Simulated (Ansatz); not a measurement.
# AsBF₃H₃: single points with varied inputs

Aim: run AsBF₃H₃ under a spread of inputs, and see what each costs and gives.

Computed with Ansatz 0.2.0, Gaussian basis. Level: the settings change from run to run.

## (1) The geometry

An earlier PBE0-D4 in a triple-zeta def2 set relaxation fixed the geometry.

8 atoms, charge 0, spin multiplicity 1.

Atoms are counted from 1 here; the program's logs count them from 0.

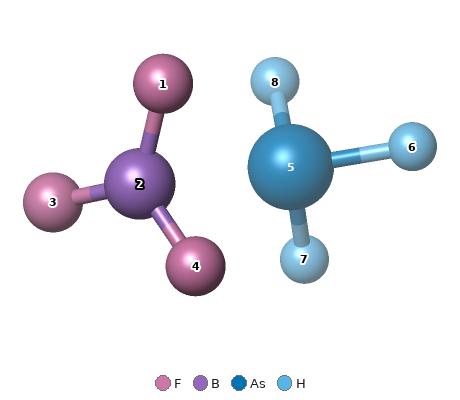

The geometry (colours as in the key); atoms are numbered from 1 in the order of the file.

## (2) PBEsol/pcseg-2

This run has multiplicity 3, D3(BJ) with three-body dispersion, relativity set to scalar.

in.yaml reads:

```yaml
crystal:
  periodic: [false, false, false]
  atoms:
    - {symbol: F, position_ang: [0.551969, -1.549248, 1.621633]}
    - {symbol: B, position_ang: [1.065479, -1.465777, 0.413780]}
    - {symbol: F, position_ang: [0.557575, -2.183180, -0.564395]}
    - {symbol: F, position_ang: [2.174677, -0.786451, 0.219648]}
    - {symbol: As, position_ang: [-0.713535, 0.996670, -0.299254]}
    - {symbol: H, position_ang: [-0.639297, 2.304094, 0.466227]}
    - {symbol: H, position_ang: [-0.675549, 1.677648, -1.654125]}
    - {symbol: H, position_ang: [-2.229119, 0.949244, -0.259316]}
basis:
  gaussian: {orbitals: pcseg-2}
magnetization: {spin_polarized: true, initial_magnetization: 2}
hamiltonian: {xc: {name: PBEsol}, dispersion: d3bjatm, pseudopotentials: {relativity: scalar}}
```

Started as:

```bash
ansatz run in.yaml --threads 4 --pin off --events-out ev --progress --plain --max-ram 10444MiB
```

What it wrote:

```text
Functional definition: PBEsol
  name "PBEsol"
  cite "Perdew et al., Phys. Rev. Lett. 100, 136406 (2008) doi:10.1103/PhysRevLett.100.136406"
  cite "Perdew, Burke & Ernzerhof, Phys. Rev. Lett. 77, 3865 (1996) doi:10.1103/PhysRevLett.77.3865"
  parent pbesol
  exchange = pbesol_x
  correlation = pbesol_c
1162 factors; their error is unknown
mean field evaluation 1: about -70164.4579 eV, gradient 4.1e1 eV
mean field evaluation 2: about -70090.4719 eV, gradient 1.2e2 eV
mean field evaluation 4: about -70171.2370 eV, gradient 6.5e0 eV
mean field evaluation 8: about -70171.4410 eV, gradient 2.3e0 eV
mean field evaluation 16: about -70171.4605 eV, gradient 3.4e-2 eV
mean field evaluation 32: about -70171.4605 eV, gradient 5.9e-5 eV
mean field evaluation 64: about -70171.4604 eV, gradient 4.4e-4 eV
mean field evaluation 96: about -70171.4548 eV, gradient 2.0e-1 eV
mean field evaluation 128: about -70171.4405 eV, gradient 1.4e0 eV
mean field -70171.46052769 eV, -2578.7536104685 hartree, gradient 5.4e-6 eV, S^2 2.003732; 8 other end points of the search recorded, 0 dependent functions left out
reference -70171.46058515 eV, -2578.7536125798 hartree; 35, 33 occupied and 170, 172 virtual orbitals, 1162 factors
Total energy: -70171.51065313 eV, -2578.7554525442 hartree
Relativity: scalar
```

It took 29 s on 4 threads of AMD EPYC 7B13, shared host; peak memory 0.59 GiB.

⟨S²⟩ 2.004.

## (3) PBE/def2-TZVPP

This run has high accuracy, the search for lower states set to full.

Changes to in.yaml since step 2:

```diff
@@ -12,4 +12,5 @@
 basis:
-  gaussian: {orbitals: pcseg-2}
-magnetization: {spin_polarized: true, initial_magnetization: 2}
-hamiltonian: {xc: {name: PBEsol}, dispersion: d3bjatm, pseudopotentials: {relativity: scalar}}
+  gaussian: {orbitals: def2-TZVPP}
+hamiltonian: {xc: {name: PBE}}
+accuracy: high
+scf: {lower_state_search: full}
```

Same command.

What it wrote:

```text
Functional definition: PBE
  name "PBE"
  cite "Perdew, Burke & Ernzerhof, Phys. Rev. Lett. 77, 3865 (1996) doi:10.1103/PhysRevLett.77.3865"
  parent pbe
  parameter kappa = 0.804
  parameter beta = 0.06672455060314922
  exchange = pbe_x(kappa = kappa, mu = beta*pi^2/3)
  correlation = pbe_c(beta = beta)
3582 factors; integrals over basis functions are off by at most 3.8e-8 eV
mean field evaluation 1: about -69703.9085 eV, gradient 5.3e1 eV
mean field evaluation 2: about -69703.8978 eV, gradient 5.3e1 eV
mean field evaluation 4: about -69707.4554 eV, gradient 7.9e0 eV
mean field evaluation 8: about -69707.5627 eV, gradient 1.1e-1 eV
mean field evaluation 16: about -69707.5627 eV, gradient 1.9e-5 eV
mean field -69707.56269555 eV, -2561.7056795783 hartree, gradient 5.9e-8 eV, S^2 0.000000; 0 other end points of the search recorded, 0 dependent functions left out
reference -69707.56270027 eV, -2561.7056797520 hartree; 34, 34 occupied and 180, 180 virtual orbitals, 3582 factors
Total energy: -69707.56270027 eV, -2561.7056797520 hartree
```

It took 6 s on 4 threads of AMD EPYC 7B13, shared host; peak memory 0.97 GiB.

## (4) revPBE0/def2-TZVPP

Options: D4 dispersion, relativity set to none, high accuracy.

Changes to in.yaml since step 3:

```diff
@@ -13,4 +13,4 @@
   gaussian: {orbitals: def2-TZVPP}
-hamiltonian: {xc: {name: PBE}}
+hamiltonian: {xc: {name: revPBE0}, dispersion: d4, pseudopotentials: {relativity: none}}
 accuracy: high
-scf: {lower_state_search: full}
+output: {forces: true}
```

Same command.

What it wrote, cut to the lines that bear on the results:

```text
Functional definition: revPBE0
  name "revPBE0"
  cite "Zhang & Yang, Phys. Rev. Lett. 80, 890 (1998) doi:10.1103/PhysRevLett.80.890"
  cite "Adamo & Barone, J. Chem. Phys. 110, 6158 (1999) doi:10.1063/1.478522"
  cite "Perdew, Burke & Ernzerhof, Phys. Rev. Lett. 77, 3865 (1996) doi:10.1103/PhysRevLett.77.3865"
[...]
3582 factors; integrals over basis functions are off by at most 3.8e-8 eV
[...]
mean field -69717.18564080 eV, -2562.0593162937 hartree, gradient 4.7e-8 eV, S^2 0.000000; 0 other end points of the search recorded, 0 dependent functions left out
[...]
reference -69717.18564513 eV, -2562.0593164530 hartree; 34, 34 occupied and 180, 180 virtual orbitals, 3582 factors
Total energy: -69717.49054694 eV, -2562.0705213876 hartree
Atom 0 at     0.551969    -1.549248     1.621633 Å, force    -0.076825    -0.010203     0.176802 eV/Å
Atom 1 at     1.065479    -1.465777     0.413780 Å, force    -0.002580     0.003623    -0.001407 eV/Å
Atom 2 at     0.557575    -2.183180    -0.564395 Å, force    -0.076368    -0.102837    -0.144135 eV/Å
Atom 3 at     2.174677    -0.786451     0.219648 Å, force     0.161089     0.102041    -0.029156 eV/Å
Atom 4 at    -0.713535     0.996670    -0.299254 Å, force     0.014131    -0.019582     0.005580 eV/Å
Atom 5 at    -0.639297     2.304094     0.466227 Å, force     0.001846     0.019567     0.012363 eV/Å
Atom 6 at    -0.675549     1.677648    -1.654125 Å, force     0.001741     0.009299    -0.020959 eV/Å
Atom 7 at    -2.229119     0.949244    -0.259316 Å, force    -0.023034    -0.001909     0.000912 eV/Å
Dipole moment:    -0.163004     0.225580    -0.064982 e Å
```

It took 11 s on 4 threads of AMD EPYC 7B13, shared host; peak memory 1.2 GiB.

Largest force 0.193 eV/Å, dipole 1.37 D.

## (5) BHLYP/aug-cc-pVDZ

This run has D3(BJ) dispersion.

Changes to in.yaml since step 4:

```diff
@@ -12,5 +12,3 @@
 basis:
-  gaussian: {orbitals: def2-TZVPP}
-hamiltonian: {xc: {name: revPBE0}, dispersion: d4, pseudopotentials: {relativity: none}}
-accuracy: high
-output: {forces: true}
+  gaussian: {orbitals: aug-cc-pVDZ}
+hamiltonian: {xc: {name: BHLYP}, dispersion: d3bj}
```

Launched as before.

What it wrote:

```text
Functional definition: BHLYP
  name "BHLYP"
  cite "Becke, J. Chem. Phys. 98, 1372 (1993) doi:10.1063/1.464304"
  cite "Becke, Phys. Rev. A 38, 3098 (1988) doi:10.1103/PhysRevA.38.3098"
  cite "Lee, Yang & Parr, Phys. Rev. B 37, 785 (1988) doi:10.1103/PhysRevB.37.785"
  parameter a = 0.5
  exchange = (1 - a)*b88_x + a*exact_x
  correlation = lyp_c
1543 factors; their error is unknown
mean field evaluation 1: about -69714.7287 eV, gradient 4.3e1 eV
mean field evaluation 2: about -69714.7239 eV, gradient 4.5e1 eV
mean field evaluation 4: about -69717.4606 eV, gradient 4.6e-1 eV
mean field evaluation 8: about -69718.1291 eV, gradient 1.2e-2 eV
mean field -69718.12907802 eV, -2562.0939869721 hartree, gradient 4.0e-5 eV, S^2 0.000000; 0 other end points of the search recorded, 0 dependent functions left out
reference -69718.12931825 eV, -2562.0939958003 hartree; 34, 34 occupied and 121, 121 virtual orbitals, 1543 factors
Total energy: -69718.29961812 eV, -2562.1002542050 hartree
```

It took 1.9 s on 4 threads of AMD EPYC 7B13, shared host.

## (6) wB97X-V/cc-pVDZ

Set apart from the defaults: atoms shaken by 0.03 Å.

in.yaml reads:

```yaml
crystal:
  periodic: [false, false, false]
  atoms:
    - {symbol: F, position_ang: [0.575114, -1.498936, 1.590112]}
    - {symbol: B, position_ang: [1.042854, -1.442365, 0.472784]}
    - {symbol: F, position_ang: [0.579169, -2.197077, -0.524315]}
    - {symbol: F, position_ang: [2.245521, -0.798262, 0.207563]}
    - {symbol: As, position_ang: [-0.707055, 0.993472, -0.315538]}
    - {symbol: H, position_ang: [-0.647045, 2.324033, 0.443040]}
    - {symbol: H, position_ang: [-0.678814, 1.686650, -1.637551]}
    - {symbol: H, position_ang: [-2.234420, 0.943390, -0.268962]}
basis:
  gaussian: {orbitals: cc-pVDZ}
hamiltonian: {xc: {name: wB97X-V}}
output: {forces: true}
```

Launched as before.

What it wrote, cut to the lines that bear on the results:

```text
Functional definition: wB97X-V
  name "wB97X-V"
  cite "Mardirossian & Head-Gordon, Phys. Chem. Chem. Phys. 16, 9904 (2014) doi:10.1039/C3CP54374A"
  cite "Becke, J. Chem. Phys. 107, 8554 (1997) doi:10.1063/1.475007"
  cite "Vydrov & Van Voorhis, J. Chem. Phys. 133, 244103 (2010) doi:10.1063/1.3521275"
[...]
      + integral(e_c_pw_opposite_spin*poly(b97_u_opposite, cos0, cos1)) + vv10(b, c)
972 factors; integrals over basis functions are off by at most 9.8e-4 eV
249 factors; integrals over basis functions are off by at most 5.3e-6 eV
[...]
mean field -69712.06035784 eV, -2561.8709656191 hartree, gradient 1.1e-5 eV, S^2 0.000000; 0 other end points of the search recorded, 0 dependent functions left out
[...]
reference -69712.06035615 eV, -2561.8709655568 hartree; 34, 34 occupied and 64, 64 virtual orbitals, 972 factors
Total energy: -69712.06035615 eV, -2561.8709655568 hartree
Atom 0 at     0.575114    -1.498936     1.590112 Å, force    -2.690404    -0.038808     6.385588 eV/Å
Atom 1 at     1.042854    -1.442365     0.472784 Å, force     4.602742     0.577334    -6.820879 eV/Å
Atom 2 at     0.579169    -2.197077    -0.524315 Å, force    -0.288202     0.042341    -0.112888 eV/Å
Atom 3 at     2.245521    -0.798262     0.207563 Å, force    -1.650071    -0.553244     0.532437 eV/Å
Atom 4 at    -0.707055     0.993472    -0.315538 Å, force    -0.238660     0.155698     0.561427 eV/Å
Atom 5 at    -0.647045     2.324033     0.443040 Å, force     0.026041    -0.274679    -0.043543 eV/Å
Atom 6 at    -0.678814     1.686650    -1.637551 Å, force     0.043774     0.128461    -0.497068 eV/Å
Atom 7 at    -2.234420     0.943390    -0.268962 Å, force     0.194780    -0.037104    -0.005074 eV/Å
Dipole moment:    -0.279107     0.229034     0.046069 e Å
```

It took 2.9 s on 4 threads of AMD EPYC 7B13, shared host.

Largest force 8.249 eV/Å, dipole 1.75 D.

## (7) B2PLYP/cc-pVDZ

This run has the search for lower states set to light.

in.yaml reads:

```yaml
crystal:
  periodic: [false, false, false]
  atoms:
    - {symbol: F, position_ang: [0.551969, -1.549248, 1.621633]}
    - {symbol: B, position_ang: [1.065479, -1.465777, 0.413780]}
    - {symbol: F, position_ang: [0.557575, -2.183180, -0.564395]}
    - {symbol: F, position_ang: [2.174677, -0.786451, 0.219648]}
    - {symbol: As, position_ang: [-0.713535, 0.996670, -0.299254]}
    - {symbol: H, position_ang: [-0.639297, 2.304094, 0.466227]}
    - {symbol: H, position_ang: [-0.675549, 1.677648, -1.654125]}
    - {symbol: H, position_ang: [-2.229119, 0.949244, -0.259316]}
basis:
  gaussian: {orbitals: cc-pVDZ}
hamiltonian: {xc: {name: B2PLYP}}
scf: {lower_state_search: light}
```

Launched as before.

What it wrote, cut to the lines that bear on the results:

```text
Functional definition: B2PLYP
  name "B2PLYP"
  cite "Grimme, J. Chem. Phys. 124, 034108 (2006) doi:10.1063/1.2148954"
  cite "Becke, Phys. Rev. A 38, 3098 (1988) doi:10.1103/PhysRevA.38.3098"
  cite "Lee, Yang & Parr, Phys. Rev. B 37, 785 (1988) doi:10.1103/PhysRevB.37.785"
[...]
972 factors; integrals over basis functions are off by at most 9.9e-4 eV
[...]
mean field -69696.22300439 eV, -2561.2889536146 hartree, gradient 4.2e-6 eV, S^2 0.000000; 0 other end points of the search recorded, 0 dependent functions left out
13 core orbitals not correlated: weight in the atoms' cores, before any rotation towards them, 1.000 or more for the frozen orbitals, at most 0.000 for the correlated occupied ones
reference -69696.22315127 eV, -2561.2889590124 hartree; 21, 21 occupied and 64, 64 virtual orbitals, 972 factors
second order -25.56176398 eV of doubles, -0.00000000 eV of singles
Total energy: -69703.12482755 eV, -2561.5425909374 hartree
```

It took 1.4 s on 4 threads of AMD EPYC 7B13, shared host.

## (8) revPBE/def2-TZVPP

Options: atoms shaken by 0.15 Å, high accuracy.

in.yaml reads:

```yaml
crystal:
  periodic: [false, false, false]
  atoms:
    - {symbol: F, position_ang: [0.660297, -1.373558, 1.529763]}
    - {symbol: B, position_ang: [1.117729, -1.102025, 0.477365]}
    - {symbol: F, position_ang: [0.543539, -2.234172, -0.596904]}
    - {symbol: F, position_ang: [2.254419, -0.460172, 0.209561]}
    - {symbol: As, position_ang: [-0.562879, 1.023477, -0.246466]}
    - {symbol: H, position_ang: [-0.861355, 2.266865, 0.785144]}
    - {symbol: H, position_ang: [-0.418999, 1.814320, -1.547640]}
    - {symbol: H, position_ang: [-2.378371, 1.165794, -0.596689]}
basis:
  gaussian: {orbitals: def2-TZVPP}
hamiltonian: {xc: {name: revPBE}}
accuracy: high
output: {forces: true}
```

The command is unchanged.

What it wrote, cut to the lines that bear on the results:

```text
Functional definition: revPBE
  name "revPBE"
  cite "Zhang & Yang, Phys. Rev. Lett. 80, 890 (1998) doi:10.1103/PhysRevLett.80.890"
  cite "Perdew, Burke & Ernzerhof, Phys. Rev. Lett. 77, 3865 (1996) doi:10.1103/PhysRevLett.77.3865"
[...]
3566 factors; integrals over basis functions are off by at most 2.7e-8 eV
[...]
mean field -69715.15641479 eV, -2561.9847436133 hartree, gradient 3.9e-8 eV, S^2 0.000000; 0 other end points of the search recorded, 0 dependent functions left out
[...]
reference -69715.15642066 eV, -2561.9847438289 hartree; 34, 34 occupied and 180, 180 virtual orbitals, 3566 factors
Total energy: -69715.15642066 eV, -2561.9847438289 hartree
Atom 0 at     0.660297    -1.373558     1.529763 Å, force    -3.431143    -1.392956     8.849863 eV/Å
Atom 1 at     1.117729    -1.102025     0.477365 Å, force     2.044320    -1.908027   -10.633973 eV/Å
Atom 2 at     0.543539    -2.234172    -0.596904 Å, force     1.679874     3.255105     2.023798 eV/Å
Atom 3 at     2.254419    -0.460172     0.209561 Å, force    -0.300809     0.034328    -0.186383 eV/Å
Atom 4 at    -0.562879     1.023477    -0.246466 Å, force    -3.512003     1.289333     0.247693 eV/Å
Atom 5 at    -0.861355     2.266865     0.785144 Å, force     0.619923    -0.889283    -1.032900 eV/Å
Atom 6 at    -0.418999     1.814320    -1.547640 Å, force     0.340341     0.254647     0.159571 eV/Å
Atom 7 at    -2.378371     1.165794    -0.596689 Å, force     2.559497    -0.643147     0.572332 eV/Å
Dipole moment:    -0.109888     0.627180     0.203373 e Å
```

Run time: 7.5 s. Hardware: 4 threads of AMD EPYC 7B13, shared host; peak memory 0.97 GiB.

Largest force 10.996 eV/Å, dipole 3.21 D.

## (9) PBE0/def2-mTZVP

Options: charge -1, multiplicity 2, density fitting with def2-universal-jkfit, a grid of angular degree 47, D4 dispersion, high accuracy.

in.yaml reads:

```yaml
crystal:
  periodic: [false, false, false]
  atoms:
    - {symbol: F, position_ang: [0.551969, -1.549248, 1.621633]}
    - {symbol: B, position_ang: [1.065479, -1.465777, 0.413780]}
    - {symbol: F, position_ang: [0.557575, -2.183180, -0.564395]}
    - {symbol: F, position_ang: [2.174677, -0.786451, 0.219648]}
    - {symbol: As, position_ang: [-0.713535, 0.996670, -0.299254]}
    - {symbol: H, position_ang: [-0.639297, 2.304094, 0.466227]}
    - {symbol: H, position_ang: [-0.675549, 1.677648, -1.654125]}
    - {symbol: H, position_ang: [-2.229119, 0.949244, -0.259316]}
basis:
  gaussian: {orbitals: def2-mTZVP, fitting: {mean_field: def2-universal-jkfit}, final_grid: {core_spheres: 20, valence_spheres: 16, degree: 47}}
total_charge: -1
magnetization: {spin_polarized: true, initial_magnetization: 1}
hamiltonian: {xc: {name: PBE0}, dispersion: d4}
accuracy: high
output: {forces: true}
```

Launched as before.

What it wrote, cut to the lines that bear on the results:

```text
Functional definition: PBE0
  name "PBE0"
  cite "Adamo & Barone, J. Chem. Phys. 110, 6158 (1999) doi:10.1063/1.478522"
  cite "Perdew, Burke & Ernzerhof, Phys. Rev. Lett. 77, 3865 (1996) doi:10.1103/PhysRevLett.77.3865"
  parent pbe
[...]
626 factors; integrals over basis functions are off by at most 1.6e0 eV
[...]
mean field -69707.22113418 eV, -2561.6931274296 hartree, gradient 6.0e-8 eV, S^2 0.751586; 9 other end points of the search recorded, 0 dependent functions left out
[...]
reference -69707.22113774 eV, -2561.6931275603 hartree; 35, 34 occupied and 86, 87 virtual orbitals, 626 factors
Total energy: -69707.35293924 eV, -2561.6979711763 hartree
Atom 0 at     0.551969    -1.549248     1.621633 Å, force    -0.044008    -0.349492     0.710261 eV/Å
Atom 1 at     1.065479    -1.465777     0.413780 Å, force    -0.540568     0.746304    -0.199494 eV/Å
Atom 2 at     0.557575    -2.183180    -0.564395 Å, force    -0.045739    -0.669343    -0.421734 eV/Å
Atom 3 at     2.174677    -0.786451     0.219648 Å, force     0.790821     0.049477    -0.017257 eV/Å
Atom 4 at    -0.713535     0.996670    -0.299254 Å, force     0.645101    -0.896081     0.283635 eV/Å
Atom 5 at    -0.639297     2.304094     0.466227 Å, force     0.102389     0.809664     0.546346 eV/Å
Atom 6 at    -0.675549     1.677648    -1.654125 Å, force     0.085221     0.417686    -0.958770 eV/Å
Atom 7 at    -2.229119     0.949244    -0.259316 Å, force    -0.993216    -0.108216     0.057013 eV/Å
Dipole moment:     0.037571    -0.051971     0.014622 e Å
```

Wall time 9 s (4 threads of AMD EPYC 7B13, shared host).

Largest force 1.140 eV/Å, ⟨S²⟩ 0.752.

## (10) RPBE/6-31G

Options: density fitting with def2-universal-jkfit, high accuracy, the search for lower states set to light.

Changes to in.yaml since step 9:

```diff
@@ -12,7 +12,5 @@
 basis:
-  gaussian: {orbitals: def2-mTZVP, fitting: {mean_field: def2-universal-jkfit}, final_grid: {core_spheres: 20, valence_spheres: 16, degree: 47}}
-total_charge: -1
-magnetization: {spin_polarized: true, initial_magnetization: 1}
-hamiltonian: {xc: {name: PBE0}, dispersion: d4}
+  gaussian: {orbitals: 6-31G, fitting: {mean_field: def2-universal-jkfit}}
+hamiltonian: {xc: {name: RPBE}}
 accuracy: high
-output: {forces: true}
+scf: {lower_state_search: light}
```

Launched as before.

What it wrote:

```text
Functional definition: RPBE
  name "RPBE"
  cite "Hammer, Hansen & Nørskov, Phys. Rev. B 59, 7413 (1999) doi:10.1103/PhysRevB.59.7413"
  cite "Perdew, Burke & Ernzerhof, Phys. Rev. Lett. 77, 3865 (1996) doi:10.1103/PhysRevLett.77.3865"
  parameter kappa = 0.804
  parameter beta = 0.06672455060314922
  exchange = rpbe_x(kappa = kappa, mu = beta*pi^2/3)
  correlation = pbe_c(beta = beta)
626 factors; integrals over basis functions are off by at most 7.6e-2 eV
mean field evaluation 1: about -69701.8924 eV, gradient 4.3e1 eV
mean field evaluation 2: about -69696.7885 eV, gradient 7.3e1 eV
mean field evaluation 4: about -69704.6982 eV, gradient 6.0e-1 eV
mean field evaluation 8: about -69704.6991 eV, gradient 9.8e-3 eV
mean field evaluation 16: about -69704.6991 eV, gradient 3.0e-7 eV
mean field -69704.69909617 eV, -2561.6004442424 hartree, gradient 3.0e-8 eV, S^2 0.000000; 0 other end points of the search recorded, 0 dependent functions left out
reference -69704.69909943 eV, -2561.6004443621 hartree; 34, 34 occupied and 37, 37 virtual orbitals, 626 factors
Total energy: -69704.69909943 eV, -2561.6004443621 hartree
```

Run time: 0.95 s. Hardware: 4 threads of AMD EPYC 7B13, shared host.

## (11) All runs side by side

```
             level  charge  multiplicity  geometry  functions  energy (eV)    time
    PBEsol/pcseg-2       0             3   relaxed        205   -70171.511    29 s
    PBE/def2-TZVPP       0             1   relaxed        214   -69707.563     6 s
revPBE0/def2-TZVPP       0             1   relaxed        214   -69717.491    11 s
 BHLYP/aug-cc-pVDZ       0             1   relaxed        155   -69718.300   1.9 s
   wB97X-V/cc-pVDZ       0             1    shaken         98   -69712.060   2.9 s
    B2PLYP/cc-pVDZ       0             1   relaxed         98   -69703.125   1.4 s
 revPBE/def2-TZVPP       0             1    shaken        214   -69715.156   7.5 s
   PBE0/def2-mTZVP      -1             2   relaxed        121   -69707.353     9 s
        RPBE/6-31G       0             1   relaxed         71   -69704.699  0.95 s
```

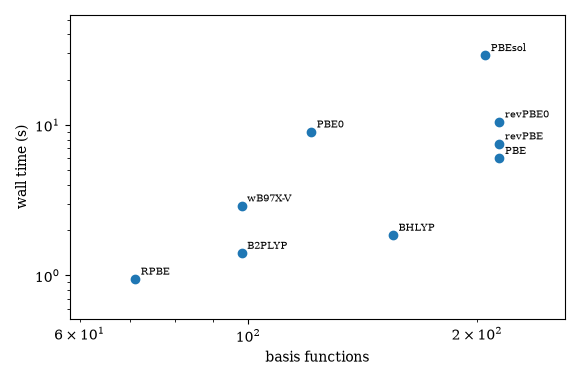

Wall time against the number of basis functions (shared host).

## (12) Results

| quantity | value |
| --- | --- |
| runs | 9 |
| quickest | RPBE/6-31G, 0.95 s |
| slowest | PBEsol/pcseg-2, 29 s |
| spread of total energies, same state and geometry | 15.2 eV |

PBEsol/pcseg-2 took 31 times as long as RPBE/6-31G. The jobs differ in tasks and options as well as level. The totals spread over 15 eV; they can't be compared across methods or bases. At the PBE0-D4/def2-TZVP geometry and in the same state, runs without warnings or point charges leave forces up to 0.19 eV/Å (revPBE0/def2-TZVPP), against 11.0 eV/Å where the atoms were moved.
